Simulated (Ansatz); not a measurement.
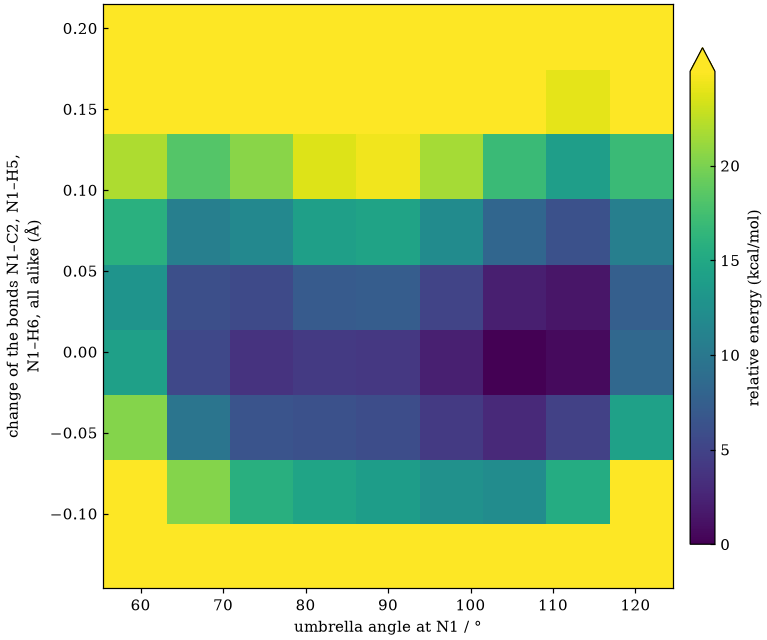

Energy landscape of CH5NO2, SMILES NC(O)O. 
- The first coordinate is: umbrella angle at N1 (between each of its bonds and their common axis; 90 is planar); the second: change of the bonds N1–C2, N1–H5, N1–H6, all alike.
- Nothing is relaxed (all other coordinates rigid).
- The scan uses a 9 × 9 grid.
- Points are written as (first, second).
- Energies: kcal/mol, counted from the lowest grid point.
- Theory: Ansatz 0.2.0, RKS r2SCAN0-D4/def2-TZVP.

In the figure: one coloured cell a grid point, one colour for all values above the top of the scale. 

Where are the wells?

The lowest grid point is at (105.3°, −0.006 Å). The highest grid point, (59.3°, −0.126 Å), lies 53.6 kcal/mol above the lowest. Round the minimum the valley is somewhat tilted: raising the first coordinate shifts the best value of the second coordinate upwards (coupling k₁₂/√(k₁₁k₂₂) about −0.3).

Each point was launched as `ansatz run input.yaml --threads 1 --pin off --max-ram 2560MiB --backend cpu --events-out ev --progress --plain --runs-dir out`. The whole map (81 points run) took 9.4 min on 1 thread of Arm Neoverse V2 (shared host).
